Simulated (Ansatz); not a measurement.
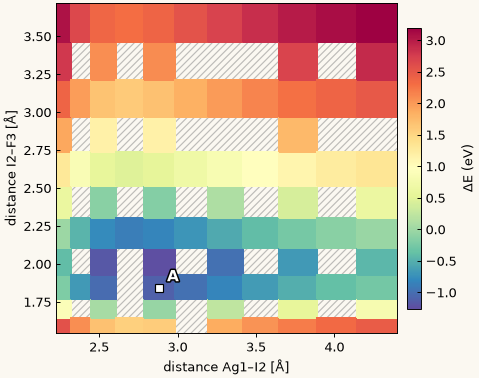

The system Ag⁺ + IF. Coordinates scanned: (1) distance Ag1–I2; (2) distance I2–F3. Nothing is relaxed (the angle Ag1–I2–F3 is fixed at 90 degrees). Grid: 11 × 11 points. At 30 points there is no value. Points are written as (first, second). Energies are in eV, from Ag with charge +1 far from the relaxed IF (each part in its own basis). The reference is spin-restricted, so regions where a bond is pulled apart into radicals lie too high. Theory: Ansatz 0.2.0, RKS PBE-D4/def2-SVPD.

Drawn: one coloured cell a grid point, hatched blanks where no value was computed, the point A.

> Which way does the force act at A, and how strong is it?

A, at (2.880 Å, 1.839 Å), is not a stationary point. The computed force is 0.46 eV for each Å towards smaller values of distance Ag1–I2 and 3.5 eV for each Å towards larger values of distance I2–F3.
